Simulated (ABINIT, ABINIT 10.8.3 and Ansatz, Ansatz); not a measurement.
# Excitons of YHSe (P-6m2): kernels and approximations

Wanted: excitons and ε₂ of YHSe (P-6m2), with cost.

Main program and level: ABINIT 10.8.3 and Ansatz 0.2.0; LDA and many-body steps on it, plane waves.

**1. The starting structure**

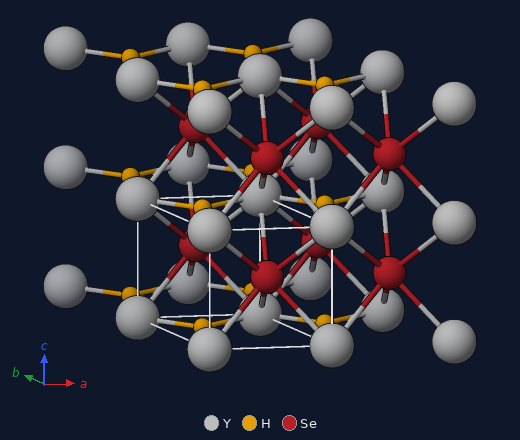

Start, viewed from a free direction; yttrium light grey, hydrogen orange, selenium red. 2×2×2 cells are drawn. Some periodic images of atoms are drawn too.

The cell and positions are those that the Materials Project relaxed with its own functionals (PBE, PBE+U or r2SCAN), kept fixed.

**2. Empty states on the mesh, 3×3×4 mesh, 42 bands**

This step: ABINIT 10.8.3; DFT, LDA, plane waves, norm-conserving pseudopotentials.

The sums over transitions need many empty states on a uniform mesh; this step solves for them.

Contents of run.abi:

```
acell 3*1.0 Angstrom
rprim 
  3.840931335803 -0.000000000001 0.000000000000
  -1.920465667901 3.326344110998 0.000000000000
  0.000000000000 0.000000000000 3.915549560000
ntypat 3
znucl 39 1 34
natom 3
typat 1 2 3
xred 
  0.000000000000 0.000000000000 0.000000000000
  0.333333333333 0.666666666667 0.000000000000
  0.666666666667 0.333333333333 0.500000000000
pp_dirpath "pseudos"
pseudos "Y.upf, H.upf, Se.upf"
ecut 39
ngkpt 3 3 4
nshiftk 1
shiftk 0 0 0
kptopt 1
chksymbreak 0
iscf -2
irdden 1
istwfk *1
nband 42
nbdbuf 4
tolwfr 1e-09
nstep 60
prtvol 0
indata_prefix "in"
outdata_prefix "out"
tmpdata_prefix "tmp"
```

Started as:

```
$ OMP_NUM_THREADS=1 mpirun -n 4 abinit run.abi > log
```

Numbers of over 12 decimals in the logs are rounded to 6 here.

What it wrote:

```text
.Version 10.8.3 of ABINIT. v10.8.2 released Aug 2026.

 Symmetries : space group P-6 m 2 (#187); Bravais hP (primitive hexag.)
[... echo of the input left out ...]
== DATASET  1 ==================================================================
-   mpi_nproc: 4, omp_nthreads: 1 (-1 if OMP is not activated)

--- !DatasetInfo
iteration_state: {dtset: 1, }
dimensions: {natom: 3, nkpt: 9, mband: 42, nsppol: 1, nspinor: 1, nspden: 1, mpw: 3939, }
cutoff_energies: {ecut:  39.0, pawecutdg:  -1.0, }
[...]
0.70992    0.70992    0.83738    0.96493    0.96493    0.99463    0.99463    1.01969
   1.15366    1.15366    1.17010    1.24545    1.26215    1.31385    1.31385    1.36478
   1.39883    1.39884
 prteigrs : prtvol=0 or 1, do not print more k-points.

== END DATASET(S) ==============================================================
================================================================================

 -outvars: echo values of variables after computation  --------
            nband          42
             nkpt           9
          spgroup         187
 [... the other variables as echoed above ...]

 Calculation completed.
```

It took 25 s on 4 MPI ranks of Arm Neoverse N1, shared host; peak memory 0.28 GiB; 98 s of CPU time.

Numbers from this step:

```
gap                                                           : 1.365 eV
k of the valence top                                          : 0, 0, 0.5
k of the conduction bottom                                    : 0, 0, 0
least direct gap                                              : 1.739 eV
k points computed                                             : 9
lowest point of the top converged band, above the valence top : 25.90 eV
```

On this mesh the gap is 1.365 eV.

The density comes from a self-consistent run that is not shown.

**3. Screening, 3×3×4 mesh, 38 bands, screening to 98 eV**

The RPA dielectric matrix is built and inverted for each q.

This step: RPA screening on LDA, plane waves, norm-conserving pseudopotentials.

run.abi, as its differences from that of step 2:

```diff
@@ -21,10 +21,11 @@
 chksymbreak 0
-iscf -2
-irdden 1
 istwfk *1
-nband 42
-nbdbuf 4
-tolwfr 1e-09
-nstep 60
-prtvol 0
+occopt 1
+irdwfk 1
+optdriver 3
+nband 38
+ecuteps 3.6
+inclvkb 2
+awtr 1
+symchi 1
 indata_prefix "in"
```

What it wrote:

```text
.Version 10.8.3 of ABINIT. v10.8.2 released Aug 2026.

 Symmetries : space group P-6 m 2 (#187); Bravais hP (primitive hexag.)
[... echo of the input left out ...]
== DATASET  1 ==================================================================
-   mpi_nproc: 4, omp_nthreads: 1 (-1 if OMP is not activated)

--- !DatasetInfo
iteration_state: {dtset: 1, }
dimensions: {natom: 3, nkpt: 9, mband: 38, nsppol: 1, nspinor: 1, nspden: 1, mpw: 3939, }
cutoff_energies: {ecut:  39.0, pawecutdg:  -1.0, }
[...]
--------------------------------------------------------------------------------
[... chi0 elements left out ...]
 For q-point:  0.000010 0.000020 0.000030
  dielectric constant =  11.4256
  dielectric constant without local fields =  12.6299

  Average fulfillment of the sum rule on Im[epsilon] for q-point    1 :     35.70  [%]
[... wings left out ...]
  q-point number  2        q = ( 0.333333, 0.000000, 0.000000) [r.l.u.]
--------------------------------------------------------------------------------
[... chi0 elements left out ...]
  Average fulfillment of the sum rule on Im[epsilon] for q-point    2 :     50.03  [%]

 [... 7 further q-points ...]
```

It took 12 s on 4 MPI ranks; peak memory 0.53 GiB; 48 s of CPU time.

Numbers from this step:

- ε∞ with local fields, on this mesh, along the program's q direction: 11.43
- the same without local fields: 12.63
- plasma frequency: 27.78 eV
- plane waves in the screening matrix: 109

Local fields lower ε∞ by 10 %. On a Γ-centred mesh this coarse the value itself is usually too large, while a short band sum pulls it down.

**4. Self-energy, 3×3×4 mesh, 38 bands, screening to 98 eV**

The self-energy is evaluated for the states that the input lists, and the levels follow from it, in one-shot runs by the linearised quasiparticle equation.

This step: G0W0 on LDA, plane waves, norm-conserving pseudopotentials.

run.abi, as its differences from that of step 3:

```diff
@@ -24,8 +24,17 @@
 irdwfk 1
-optdriver 3
+optdriver 4
 nband 38
+gwcalctyp 0
+ecutsigx 39
+symsigma 1
+nkptgw 2
+kptgw 
+  0.0000000000 0.0000000000 0.5000000000
+  0.0000000000 0.0000000000 0.0000000000
+bdgw 
+  12 16
+  13 17
 ecuteps 3.6
-inclvkb 2
-awtr 1
-symchi 1
+irdscr 1
+ppmodel 1
 indata_prefix "in"
```

What it wrote:

```text
.Version 10.8.3 of ABINIT. v10.8.2 released Aug 2026.

 Symmetries : space group P-6 m 2 (#187); Bravais hP (primitive hexag.)
[... echo of the input left out ...]
== DATASET  1 ==================================================================
-   mpi_nproc: 4, omp_nthreads: 1 (-1 if OMP is not activated)

--- !DatasetInfo
iteration_state: {dtset: 1, }
dimensions: {natom: 3, nkpt: 9, mband: 38, nsppol: 1, nspinor: 1, nspden: 1, mpw: 3939, }
cutoff_energies: {ecut:  39.0, pawecutdg:  -1.0, }
[...]
Band     E0 <VxcDFT>   SigX SigC(E0)      Z dSigC/dE  Sig(E)    E-E0       E
[...]
16  10.502 -13.530  -8.376  -3.622   0.806  -0.241 -12.296   1.235  11.737
       17  10.502 -13.530  -8.376  -3.622   0.806  -0.241 -12.296   1.235  11.737

== END DATASET(S) ==============================================================
================================================================================

 -outvars: echo values of variables after computation  --------
           etotal      0.0000000000E+00
            nband          38
             nkpt           9
          spgroup         187
 [... the other variables as echoed above ...]

 Calculation completed.
```

Wall time 5.9 s (4 MPI ranks); peak memory 0.19 GiB; 23 s of CPU time.

This step gave:

| Item | Value |
| --- | --- |
| G0W0 gap on the points computed | 2.590 eV |
| starting gap on the mesh | 1.365 eV |
| k of the valence top | 0, 0, 0.5 |
| k of the conduction bottom | 0, 0, 0 |
| least direct G0W0 gap on the computed points | 3.282 eV |

The gap on the mesh goes from 1.36 eV to 2.59 eV, a correction of +1.23 eV.

The gap opens by 1.225 eV; the next steps shift the empty bands rigidly by 1.225 eV. The least direct G0W0 gap is 3.282 eV, so this shift leaves the direct transitions −0.32 eV off.

**5. Excitons**

Optical absorption needs the electron-hole interaction, solved here in a basis of vertical transitions on the mesh.

This step: Bethe-Salpeter equation on LDA with a scissors shift, plane waves, norm-conserving pseudopotentials.

run.abi, as its differences from that of step 4:

```diff
@@ -24,17 +24,17 @@
 irdwfk 1
-optdriver 4
-nband 38
-gwcalctyp 0
-ecutsigx 39
-symsigma 1
-nkptgw 2
-kptgw 
-  0.0000000000 0.0000000000 0.5000000000
-  0.0000000000 0.0000000000 0.0000000000
-bdgw 
-  12 16
-  13 17
+optdriver 99
+bs_calctype 1
+mbpt_sciss 1.225 eV
+bs_loband 11
+nband 20
+bs_exchange_term 1
+bs_coulomb_term 11
+bs_coupling 0
+bs_algorithm 1
+bs_freq_mesh 0 9 0.05 eV
+zcut 0.15 eV
 ecuteps 3.6
+ecutwfn 19.5
+inclvkb 2
 irdscr 1
-ppmodel 1
 indata_prefix "in"
```

What it wrote:

```text
.Version 10.8.3 of ABINIT. v10.8.2 released Aug 2026.

 Symmetries : space group P-6 m 2 (#187); Bravais hP (primitive hexag.)
[... echo of the input left out ...]
== DATASET  1 ==================================================================
-   mpi_nproc: 4, omp_nthreads: 1 (-1 if OMP is not activated)

--- !DatasetInfo
iteration_state: {dtset: 1, }
dimensions: {natom: 3, nkpt: 9, mband: 20, nsppol: 1, nspinor: 1, nspden: 1, mpw: 1401, }
cutoff_energies: {ecut:  19.5, pawecutdg:  -1.0, }
electrons: {nelect:   2.80000000E+01, charge:   0.00000000E+00, occopt:   1.00000000E+00, tsmear:   1.00000000E-02, }

 Exciton: Calculation of dielectric properties by solving the Bethe-Salpeter equation
 in frequency domain and reciprocal space on a transitions basis set.
 Based on a program developed by L. Reining, V. Olevano, F. Sottile,
 S. Albrecht, and G. Onida. Incorporated in ABINIT by M. Giantomassi.

.Using double precision arithmetic ; gwpc =  8

[... cell and pseudopotentials left out ...]
--------------------------------------------------------------------------------

 ==== K-mesh for the wavefunctions ====
 Number of points in the irreducible wedge :     9
[... list of points left out ...]
 Together with 12 symmetry operations and time-reversal symmetry
 yields    36 points in the full Brillouin Zone.

 ==== Q-mesh for the screening function ====
 Number of points in the irreducible wedge :     9
[... list of points left out ...]
 Together with 12 symmetry operations and time-reversal symmetry
 yields    36 points in the full Brillouin Zone.

 vcoul_init : cutoff-mode = AUXILIARY_FUNCTION
 q-points for optical limit:   1
     1)      0.000010    0.000020    0.000030
 setmesh: FFT mesh size selected  =    18x   18x   24
          total number of points  =         7776

 ==== Fundamental parameters for the solution of the Bethe-Salpeter equation: ====
 Algorithm: Direct diagonalization.
 Dimension of the v, W matrices,  npweps  = 109
 Cutoff for the wavefunctions,    npwwfn  = 1401
 Number of k-points in the IBZ,   nkibz   = 9
 Highest empty band included,     nband   = 20
 === Spin UP ===
 Number of resonant transitions          864
 Lowest occupied state                   11
 Highest occupied state                  14
 Lowest unoccupied state                 15
 Highest unoccupied state                20
 Minimum frequency [eV]           Emin    =   0.00
 Maximum frequency [eV]           Emax    =   9.00
 Frequency step [eV]              dE      =   0.05
 Lorentzian broadening [eV]       eta     =   0.15
 RPA L0 with KS energies and KS wavefunctions
 Scissors operator energy [eV] =          1.22
 Local fields effects (v term) included
 Excitonic effects (W term) included
 Full W_GG' included
 W is read from an external SCR file
 Resonant-only calculation (Hermitian case)

 Calculating epsilon_Macro(q-->0,w), along the following directions:
 q = (  1.000429  0.000000  0.000000) [r.l.u.]
 q = (  0.000000  1.000429  0.000000) [r.l.u.]
 q = (  0.000000  0.000000  1.177638) [r.l.u.]
 q = (  1.155196 -0.577598  0.000000) [r.l.u.]
 q = ( -0.000000  1.000429  0.000000) [r.l.u.]
 q = (  0.000000  0.000000  1.177638) [r.l.u.]
 Number of electrons calculated from density =   27.8519; Expected =   28.0000
 average of density, n =  0.082501
 r_s =    1.4250
 omega_plasma =   27.7068 [eV]

. Writing resonant excitonic Hamiltonian on file out_BSR; file size=   0.01 [Gb].
 Direct diagonalization of the resonant excitonic Hamiltonian, Matrix size= 864
. Using LAPACK sequential version.
 Excitonic eigenvalues in eV up to n=   32
   2.70910   2.70918   3.72842   3.73352   3.80271   3.80353   3.81101   3.81184
   3.85096   3.85591   3.85749   3.86499   3.87965   3.88058   3.94503   3.99671
   4.08732   4.38164   4.38207   4.43740   4.44197   4.44224   4.45158   4.46956
   4.46980   4.54538   4.55524   4.55629   4.55853   4.56659   4.56769   4.57430

 First excitonic eigenvalue=    2.71 [eV]
 Last  excitonic eigenvalue=   13.96 [eV]

 GW  direct gap       2.96  0.00 [eV]
 EXC direct gap       2.71  0.00 [eV]
 EXC binding energy   0.25  0.00 [eV]

 Excitonic eigenvalues up to the GW energy gap [eV]
  1 (  2.71  0.00)
  2 (  2.71  0.00)

 Macroscopic dielectric function:
 omega [eV] <KS_RPA_nlf>  <GW_RPA_nlf>  <BSE>
   0.0000  12.7382   0.0000   9.6373   0.0000  10.4995   0.0000
   0.0500  12.7417   0.0217   9.6383   0.0062  10.5009   0.0085
   0.1000  12.7523   0.0435   9.6415   0.0125  10.5051   0.0171
   0.1500  12.7701   0.0657   9.6466   0.0188  10.5122   0.0257
   0.2000  12.7952   0.0883   9.6539   0.0251  10.5221   0.0343
   0.2500  12.8277   0.1115   9.6633   0.0315  10.5349   0.0431
   0.3000  12.8680   0.1356   9.6748   0.0379  10.5506   0.0520
   0.3500  12.9161   0.1607   9.6884   0.0445  10.5693   0.0610
   0.4000  12.9726   0.1870   9.7042   0.0511  10.5909   0.0702
   0.4500  13.0379   0.2149   9.7222   0.0579  10.6157   0.0796

 Writing KS-RPA macroscopic dielectric function without local fields to file: out_RPA_NLF_MDF
 Writing GW-RPA macroscopic dielectric function without local fields to file: out_GW_NLF_MDF
 Writing EXC Macroscopic dielectric function to file: out_EXC_MDF

== END DATASET(S) ==============================================================
================================================================================

 -outvars: echo values of variables after computation  --------
           etotal      0.0000000000E+00
            nband          20
             nkpt           9
          spgroup         187
 [... the other variables as echoed above ...]

 Calculation completed.
```

Wall time 28 s (4 MPI ranks); peak memory 0.31 GiB.

This step gave:

* direct gap of the transition levels: 2.964 eV
* transitions in the window: 864
* first strong exciton (over a fiftieth of the strongest listed): 2.709 eV
* lowest state: 2.709 eV
* binding of the lowest state below the direct gap: 0.2545 eV
* Coulomb term of one mesh cell: 0.2942 eV

The binding is 0.87 times the screened Coulomb term of one mesh cell (0.29 eV), so it is not shown settled.

The lowest state lies at 2.709 eV, 0.255 eV under the direct gap.

Lines within 3 meV are set at the lowest of them, and the highest group, which the list may cut short, is left out; lines within 3 meV are set at the lowest of them, and the highest group, which the list may cut short, is left out. Exciton lines, with heights relative to the strongest:

```csv
position (eV),lines merged,"oscillator strength, relative"
2.709,2,100
3.728,1,33
3.733,1,0.0
3.803,2,0.1
3.811,2,41
3.851,1,0.0
3.856,2,0.1
3.865,1,8.4
3.880,2,51
```

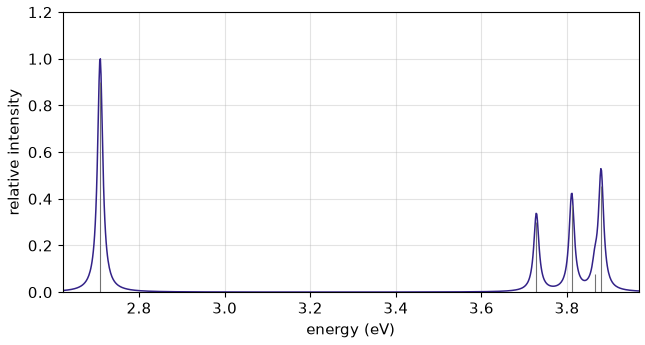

The exciton spectrum, broadened with Lorentzians of width 0.015 eV; bars mark the lines.

The ε₂ has structure finer than the step of the table below, so its rows give means over 0.5 eV, whole bins alone (the curve runs from 0 to 9 eV). Peaks (eV: height): BSE 2.70: 18.5, 3.85: 22.5, 5.10: 17.7, 5.60: 20.8; no electron-hole interaction 2.95: 16.1, 4.05: 19.3, 5.95: 20.7, 6.85: 17.0; Kohn-Sham, no shift 1.75: 16.1, 2.85: 19.3, 4.70: 20.6, 5.60: 17.0.

Mean over the three Cartesian directions of q; broadening 0.15 eV; transition window only. Limits: finite bands, cutoff and mesh; exchange with frozen shells missing; no spin-orbit coupling; coarse k mesh; exciton not shown settled in the k mesh. The ε₂ by photon energy; means over each step:

```csv
photon energy (eV),BSE,no electron-hole interaction,"Kohn-Sham, no shift"
0.5,0.0903,0.0654,0.254
1.0,0.211,0.148,0.852
1.5,0.434,0.281,6.69
2.0,1.14,0.592,6.64
2.5,8.64,2.25,6.39
3.0,6.77,10.2,12.4
3.5,7.94,3.52,9.01
4.0,13.9,13.6,11.6
4.5,10.9,7.21,15.7
5.0,15.4,11.4,16.0
5.5,16.9,12.6,15.2
6.0,13.2,17.9,9.10
6.5,12.0,14.6,6.89
7.0,7.00,12.5,6.97
7.5,5.56,7.73,4.33
8.0,5.51,7.21,2.42
8.5,4.02,5.05,2.86
```

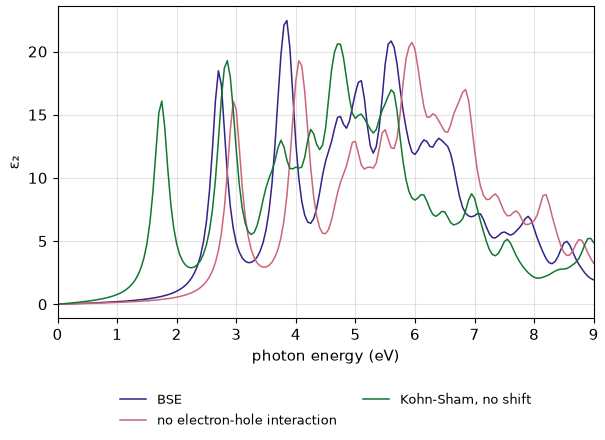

ε₂, plotted against photon energy.

**6. Triplet (no exchange term)**

run.abi, as its differences from that of step 5:

```diff
@@ -27,5 +27,5 @@
 mbpt_sciss 1.225 eV
-bs_loband 11
-nband 20
-bs_exchange_term 1
+bs_loband 12
+nband 19
+bs_exchange_term 0
 bs_coulomb_term 11
@@ -33,3 +33,3 @@
 bs_algorithm 1
-bs_freq_mesh 0 9 0.05 eV
+bs_freq_mesh 0 7 0.05 eV
 zcut 0.15 eV
```

What it wrote:

```text
.Version 10.8.3 of ABINIT. v10.8.2 released Aug 2026.

 Symmetries : space group P-6 m 2 (#187); Bravais hP (primitive hexag.)
[... echo of the input left out ...]
== DATASET  1 ==================================================================
-   mpi_nproc: 4, omp_nthreads: 1 (-1 if OMP is not activated)

--- !DatasetInfo
iteration_state: {dtset: 1, }
dimensions: {natom: 3, nkpt: 9, mband: 19, nsppol: 1, nspinor: 1, nspden: 1, mpw: 1401, }
cutoff_energies: {ecut:  19.5, pawecutdg:  -1.0, }
electrons: {nelect:   2.80000000E+01, charge:   0.00000000E+00, occopt:   1.00000000E+00, tsmear:   1.00000000E-02, }

 Exciton: Calculation of dielectric properties by solving the Bethe-Salpeter equation
 in frequency domain and reciprocal space on a transitions basis set.
 Based on a program developed by L. Reining, V. Olevano, F. Sottile,
 S. Albrecht, and G. Onida. Incorporated in ABINIT by M. Giantomassi.

.Using double precision arithmetic ; gwpc =  8

[... cell and pseudopotentials left out ...]
--------------------------------------------------------------------------------

 ==== K-mesh for the wavefunctions ====
 Number of points in the irreducible wedge :     9
[... list of points left out ...]
 Together with 12 symmetry operations and time-reversal symmetry
 yields    36 points in the full Brillouin Zone.

 ==== Q-mesh for the screening function ====
 Number of points in the irreducible wedge :     9
[... list of points left out ...]
 Together with 12 symmetry operations and time-reversal symmetry
 yields    36 points in the full Brillouin Zone.

 vcoul_init : cutoff-mode = AUXILIARY_FUNCTION
 q-points for optical limit:   1
     1)      0.000010    0.000020    0.000030
 setmesh: FFT mesh size selected  =    18x   18x   24
[...]
q = (  0.000000  0.000000  1.177638) [r.l.u.]
 Number of electrons calculated from density =   27.8519; Expected =   28.0000
 average of density, n =  0.082501
 r_s =    1.4250
 omega_plasma =   27.7068 [eV]

. Writing resonant excitonic Hamiltonian on file out_BSR; file size=   0.00 [Gb].
 Direct diagonalization of the resonant excitonic Hamiltonian, Matrix size= 540
. Using LAPACK sequential version.
 Excitonic eigenvalues in eV up to n=   32
   2.68423   2.68436   3.69805   3.73136   3.78787   3.78863   3.79634   3.79713
   3.83988   3.84313   3.84466   3.84985   3.86338   3.86430   3.88225   3.96969
   4.08627   4.33453   4.33487   4.41656   4.41691   4.42944   4.44998   4.45027
   4.45143   4.51675   4.53439   4.53529   4.54117   4.54334   4.54943   4.55048

 First excitonic eigenvalue=    2.68 [eV]
 Last  excitonic eigenvalue=   11.96 [eV]

 GW  direct gap       2.96  0.00 [eV]
 EXC direct gap       2.68  0.00 [eV]
 EXC binding energy   0.28  0.00 [eV]

 Excitonic eigenvalues up to the GW energy gap [eV]
  1 (  2.68  0.00)
  2 (  2.68  0.00)

 Macroscopic dielectric function:
 omega [eV] <KS_RPA_nlf>  <GW_RPA_nlf>  <BSE>
   0.0000  12.3116   0.0000   9.2615   0.0000  10.5118   0.0000
   0.0500  12.3151   0.0216   9.2626   0.0062  10.5133   0.0094
   0.1000  12.3257   0.0434   9.2656   0.0124  10.5180   0.0188
[...]
0.4000  12.5452   0.1864   9.3278   0.0507  10.6123   0.0772
   0.4500  12.6102   0.2141   9.3457   0.0574  10.6394   0.0875

 Writing KS-RPA macroscopic dielectric function without local fields to file: out_RPA_NLF_MDF
 Writing GW-RPA macroscopic dielectric function without local fields to file: out_GW_NLF_MDF
 Writing EXC Macroscopic dielectric function to file: out_EXC_MDF

== END DATASET(S) ==============================================================
================================================================================

 -outvars: echo values of variables after computation  --------
           etotal      0.0000000000E+00
            nband          19
             nkpt           9
          spgroup         187
 [... the other variables as echoed above ...]

 Calculation completed.
```

The job ended after 13 s (4 MPI ranks; peak memory 0.3 GiB; 54 s of CPU time).

The lowest triplet lies at 2.684 eV; without spin-orbit coupling triplets are dark, so no spectrum is read.

(Continued in part 2 of 3.)

[Paths, hosts, dates, memory and timing lines, banners, echoed tables and standing remarks are left out of the program output.]

[Logs are printed without paths, hosts, clocks, repeated set-up lines and the standing remarks that a program may print on its own settings, such as how far it seeks lower states.]

[Runs of the session that timed out or met a known fault of the program may be left out.]

[Hosts, paths, dates, database ids (printed as entryN), source tags and the programs' standing remarks are cut or masked in the printed files.]

[G0W0 gaps are taken among the corrected bands and points alone; a level outside them can change the order at an edge.]

[Where Ansatz stands beside ABINIT at settings called matched, ABINIT's density can come from a denser mesh and the files from another edition; pairs whose starting gaps differed by over 0.03 eV were left out, so agreement reads better than it is.]
